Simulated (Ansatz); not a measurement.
# Si with a defect (Ge on a Si site): a single-point run

The task is a single point on Si with a defect (Ge on a Si site) that gives the gradients at the nuclei.

Program: Ansatz 0.2.0. Level of theory: Kohn-Sham DFT, with the functional, basis and potentials that each input names. These are calculated values, not measurements.

1 further run of the same task is left out (set aside as unsound or not needed).

## 1. Starting point

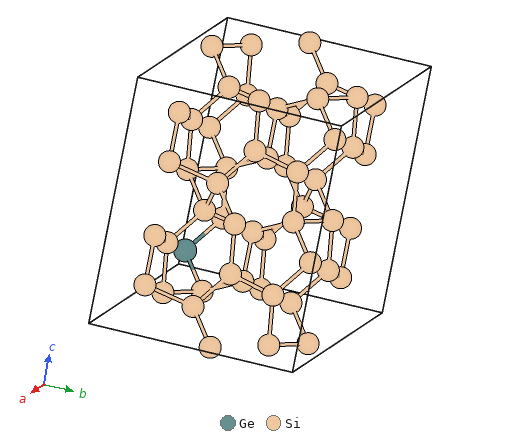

Start, viewed slightly off an axis; germanium teal, silicon light orange. Atoms on the faces are drawn again on the opposite ones.

Coordinates:

```cif
data_structure
_symmetry_space_group_name_H-M 'P1'
_symmetry_Int_Tables_number 1
_cell_length_a 9.3847
_cell_length_b 11.0046
_cell_length_c 11.0046
_cell_angle_alpha 62.964
_cell_angle_beta 64.761
_cell_angle_gamma 64.761
_cell_volume 876.68
loop_
_atom_site_label
_atom_site_type_symbol
_atom_site_symmetry_multiplicity
_atom_site_Wyckoff_symbol
_atom_site_fract_x
_atom_site_fract_y
_atom_site_fract_z
_atom_site_occupancy
Ge1 Ge 1 a 0.93313 0.03343 0.10030 1
Si1 Si 1 a 0.93313 0.53343 0.60030 1
Si2 Si 1 a 0.26647 0.36677 0.10030 1
Si3 Si 1 a 0.26647 0.86677 0.60030 1
Si4 Si 1 a 0.59980 0.70010 0.10030 1
Si5 Si 1 a 0.59980 0.20010 0.60030 1
Si6 Si 1 a 0.16667 0.01697 0.14970 1
Si7 Si 1 a 0.16667 0.51697 0.64970 1
Si8 Si 1 a 0.50000 0.35030 0.14970 1
Si9 Si 1 a 0.50000 0.85030 0.64970 1
Si10 Si 1 a 0.83333 0.68363 0.14970 1
Si11 Si 1 a 0.83333 0.18363 0.64970 1
Si12 Si 1 a 0.76647 0.26647 0.00000 1
Si13 Si 1 a 0.76647 0.76647 0.50000 1
Si14 Si 1 a 0.09980 0.59980 0.00000 1
Si15 Si 1 a 0.09980 0.09980 0.50000 1
Si16 Si 1 a 0.43313 0.93313 0.00000 1
Si17 Si 1 a 0.43313 0.43313 0.50000 1
Si18 Si 1 a 0.80040 0.84980 0.25000 1
Si19 Si 1 a 0.80040 0.34980 0.75000 1
Si20 Si 1 a 0.13373 0.18313 0.25000 1
Si21 Si 1 a 0.13373 0.68313 0.75000 1
Si22 Si 1 a 0.46707 0.51647 0.25000 1
Si23 Si 1 a 0.46707 0.01647 0.75000 1
Si24 Si 1 a 0.73353 0.13323 0.39970 1
Si25 Si 1 a 0.73353 0.63323 0.89970 1
Si26 Si 1 a 0.06687 0.46657 0.39970 1
Si27 Si 1 a 0.06687 0.96657 0.89970 1
Si28 Si 1 a 0.40020 0.79990 0.39970 1
Si29 Si 1 a 0.40020 0.29990 0.89970 1
Si30 Si 1 a 0.16667 0.81637 0.35030 1
Si31 Si 1 a 0.16667 0.31637 0.85030 1
Si32 Si 1 a 0.50000 0.14970 0.35030 1
Si33 Si 1 a 0.50000 0.64970 0.85030 1
Si34 Si 1 a 0.83333 0.48303 0.35030 1
Si35 Si 1 a 0.83333 0.98303 0.85030 1
Si36 Si 1 a 0.90020 0.40020 0.00000 1
Si37 Si 1 a 0.90020 0.90020 0.50000 1
Si38 Si 1 a 0.23353 0.73353 0.00000 1
Si39 Si 1 a 0.23353 0.23353 0.50000 1
Si40 Si 1 a 0.56687 0.06687 0.00000 1
Si41 Si 1 a 0.56687 0.56687 0.50000 1
Si42 Si 1 a 0.53293 0.98353 0.25000 1
Si43 Si 1 a 0.53293 0.48353 0.75000 1
Si44 Si 1 a 0.86627 0.31687 0.25000 1
Si45 Si 1 a 0.86627 0.81687 0.75000 1
Si46 Si 1 a 0.19960 0.65020 0.25000 1
Si47 Si 1 a 0.19960 0.15020 0.75000 1
```

## 2. The run

Contents of input.yaml:

```yaml
crystal:
  lattice:
    - [-3.318, 3.318, 9.954]
    - [6.636, -6.636, 0.0]
    - [6.636, 6.636, -6.636]
  atoms:
    - { symbol: Ge, position: [0.1337333333, 0.0668666667, 0.1003] }
    - { symbol: Si, position: [0.1337333333, 0.0668666667, 0.6003] }
    - { symbol: Si, position: [0.4670666667, 0.7335333333, 0.1003] }
    - { symbol: Si, position: [0.4670666667, 0.7335333333, 0.6003] }
    - { symbol: Si, position: [0.8004, 0.4002, 0.1003] }
    - { symbol: Si, position: [0.8004, 0.4002, 0.6003] }
    - { symbol: Si, position: [0.1666666667, 0.8333333333, 0.1497] }
    - { symbol: Si, position: [0.1666666667, 0.8333333333, 0.6497] }
    - { symbol: Si, position: [0.5, 0.5, 0.1497] }
    - { symbol: Si, position: [0.5, 0.5, 0.6497] }
    - { symbol: Si, position: [0.8333333333, 0.1666666667, 0.1497] }
    - { symbol: Si, position: [0.8333333333, 0.1666666667, 0.6497] }
    - { symbol: Si, position: [0.2664666667, 0.2335333333, 0.0] }
    - { symbol: Si, position: [0.2664666667, 0.2335333333, 0.5] }
    - { symbol: Si, position: [0.5998, 0.9002, 0.0] }
    - { symbol: Si, position: [0.5998, 0.9002, 0.5] }
    - { symbol: Si, position: [0.9331333333, 0.5668666667, 0.0] }
    - { symbol: Si, position: [0.9331333333, 0.5668666667, 0.5] }
    - { symbol: Si, position: [0.0998, 0.1996, 0.25] }
    - { symbol: Si, position: [0.0998, 0.1996, 0.75] }
    - { symbol: Si, position: [0.4331333333, 0.8662666667, 0.25] }
    - { symbol: Si, position: [0.4331333333, 0.8662666667, 0.75] }
    - { symbol: Si, position: [0.7664666667, 0.5329333333, 0.25] }
    - { symbol: Si, position: [0.7664666667, 0.5329333333, 0.75] }
    - { symbol: Si, position: [0.5329333333, 0.2664666667, 0.3997] }
    - { symbol: Si, position: [0.5329333333, 0.2664666667, 0.8997] }
    - { symbol: Si, position: [0.8662666667, 0.9331333333, 0.3997] }
    - { symbol: Si, position: [0.8662666667, 0.9331333333, 0.8997] }
    - { symbol: Si, position: [0.1996, 0.5998, 0.3997] }
    - { symbol: Si, position: [0.1996, 0.5998, 0.8997] }
    - { symbol: Si, position: [0.1666666667, 0.8333333333, 0.3503] }
    - { symbol: Si, position: [0.1666666667, 0.8333333333, 0.8503] }
    - { symbol: Si, position: [0.5, 0.5, 0.3503] }
    - { symbol: Si, position: [0.5, 0.5, 0.8503] }
    - { symbol: Si, position: [0.8333333333, 0.1666666667, 0.3503] }
    - { symbol: Si, position: [0.8333333333, 0.1666666667, 0.8503] }
    - { symbol: Si, position: [0.4002, 0.0998, 0.0] }
    - { symbol: Si, position: [0.4002, 0.0998, 0.5] }
    - { symbol: Si, position: [0.7335333333, 0.7664666667, 0.0] }
    - { symbol: Si, position: [0.7335333333, 0.7664666667, 0.5] }
    - { symbol: Si, position: [0.0668666667, 0.4331333333, 0.0] }
    - { symbol: Si, position: [0.0668666667, 0.4331333333, 0.5] }
    - { symbol: Si, position: [0.2335333333, 0.4670666667, 0.25] }
    - { symbol: Si, position: [0.2335333333, 0.4670666667, 0.75] }
    - { symbol: Si, position: [0.5668666667, 0.1337333333, 0.25] }
    - { symbol: Si, position: [0.5668666667, 0.1337333333, 0.75] }
    - { symbol: Si, position: [0.9002, 0.8004, 0.25] }
    - { symbol: Si, position: [0.9002, 0.8004, 0.75] }
kpoints:
  mp_grid: { grid: [3, 3, 2] }
scf:
  occupations: { method: fermi_dirac, width: 0.01 }
hamiltonian:
  xc: pbe
  pseudopotentials: { kind: paw, source: ansatz }
output:
  forces: true
  stress: true
  populations: true
  efg: { quadrupole_moments_barn: { Ge: -0.196 }, contact_densities: true }
```

Command:

```sh
$ ansatz run input.yaml --threads 1 --pin off --max-ram 3072MiB --backend cpu --events-out ev --progress --plain --runs-dir out
```

Log:

```text
Warning: RAYON_NUM_THREADS=1 ignored (pool sized by the plan → 1); use --threads N
Engine: ansatz 0.2.0, aarch64-unknown-linux-gnu
Pseudopotentials: kind: paw
Pseudopotential: Ge, paw, valence charge 14, recommended cutoff 820 eV (normal), Ge.paw.azcp
Pseudopotential: Si, paw, valence charge 4, recommended cutoff 460 eV (normal), Si.paw.azcp
Functional definition: PBE
  parameter kappa = 0.804
  parameter beta = 0.06672455060314922
  exchange = pbe_x(kappa = kappa, mu = beta*pi^2/3)
  correlation = pbe_c(beta = beta)
Crystal: 48 atoms, lattice volume = 876.679 Å³
Basis set: ecut = 820 eV, 46747 PW (Γ), exchange–correlation on 216×180×216 points (8 copies of the dense FFT grid, shifted against one another)
Bands: 149, of which v1, the nominal top of the filled ones, is band 101 counted from 1 (100 counted from 0)
Symmetry: 1 space group operations
Space group: P1 (ITA 1), of the structure as read, at distance tolerance 9.6e-5 Å
k-points: 10 of 18 (time reversal used)
Non-local potential: Ge, projectors of the file, l = 0: 2, l = 1: 2, l = 2: 2, l = 3: 2
Non-local potential: Si, projectors of the file, l = 0: 2, l = 1: 3, l = 2: 1
PAW form: soft (Blöchl's): semilocal exchange-correlation on the pseudo side does not see the compensation charge
PAW one-centre angular grid: Ge, 590 points (default); XC on 64 Gauss nodes
PAW one-centre angular grid: Si, 110 points (default); XC on 64 Gauss nodes
Initial density: superposition of atomic densities (chi_scale 0.1, normalization cell, long waves kept (reshape's long-wave potential 0.05 eV rms))
Initial wavefunctions: pseudopotential atomic-orbital guess
Functional: x = pbe(κ = 0.804, μ = 0.2195149727645171), c = pbe(β = 0.06672455060314922)
SCF iter   1: F=—  HF=-34173.630171 eV  |F-HF|=—  |Δ(HF+E_count)|=         —  Δρ=4.33e-2  dr2=1.57e1  ethr=1.00e-1  ⟨swp⟩=6.5  Hψ=5790  notcnv=0
preconditioner: auto → Resta (q_TF=auto, 2.136 Å⁻¹)  ε∞=5.7  [insulator: Δε(μ)=0.385 eV  Ē_g=7.978 eV  σ=0.010 eV  W_gap=1.00  n_scr=140 (ndim 8)  ℏωp=17.4 eV  f_vac=0.000  D(μ)=0.00/eV (n_scr^D=0)  ε∞_Penn≈5.7]
the mixing steps aren't corrected for partly filled atomic shells, since the memory limit or a GPU had no room for it. The iterations and, of several solutions, the one reached can differ
SCF iter   2: F=—  HF=-34171.795135 eV  |F-HF|=—  |Δ(HF+E_count)|=    1.84e0  Δρ=2.66e-2  dr2=5.82e0  ethr=7.79e-3  ⟨swp⟩=8.2  Hψ=4225  notcnv=0  defer=54
iter 3 solved again at ethr=5.08e-5 eV; its pass at ethr=2.88e-3 eV (dr2=1.03e-1 eV) is discarded
SCF iter   3: F=—  HF=-34170.707465 eV  |F-HF|=—  |Δ(HF+E_count)|=    1.09e0  Δρ=3.44e-3  dr2=1.30e-1  ethr=5.08e-5  ⟨swp⟩=8.6  Hψ=9480  notcnv=0  defer=223
eigensolver tolerance schedule calibrated: the retry pair's looser diagonalisation under-reported the residual by θ = 0.21 (0.12/decade); ethr = c·dr2/N_el runs at the constant in force after the calibration composes with the one it found (an armed cap, an earlier calibration), c = 7.0e-2
SCF iter   4: F=—  HF=-34170.677559 eV  |F-HF|=—  |Δ(HF+E_count)|=   2.99e-2  Δρ=8.94e-4  dr2=7.73e-3  ethr=4.52e-5  ⟨swp⟩=6.5  Hψ=4202  notcnv=0  defer=43
SCF iter   5: F=—  HF=-34170.681267 eV  |F-HF|=—  |Δ(HF+E_count)|=   3.71e-3  Δρ=4.47e-4  dr2=2.35e-3  ethr=2.69e-6  ⟨swp⟩=9.9  Hψ=5782  notcnv=0  defer=41  reapply=1
SCF iter   6: F=—  HF=-34170.680536 eV  |F-HF|=—  |Δ(HF+E_count)|=   7.31e-4  Δρ=1.30e-4  dr2=2.79e-4  ethr=8.17e-7  ⟨swp⟩=4.0  Hψ=2662  notcnv=0  defer=27
```

It took 8.2 min on 1 thread of Arm Neoverse V2, shared host.

## 3. What went wrong

The clock ran out. It gives no final result.

The size of the job: 48 atoms, 149 bands, 6 SCF cycles over all loops.

Fix: allow more time or more cores.

## 4. What came out

| quantity | value |
| --- | --- |
| ending | out of time, 6 SCF cycles |
| cause | time limit |

What this shows: Nothing from this run should be quoted.
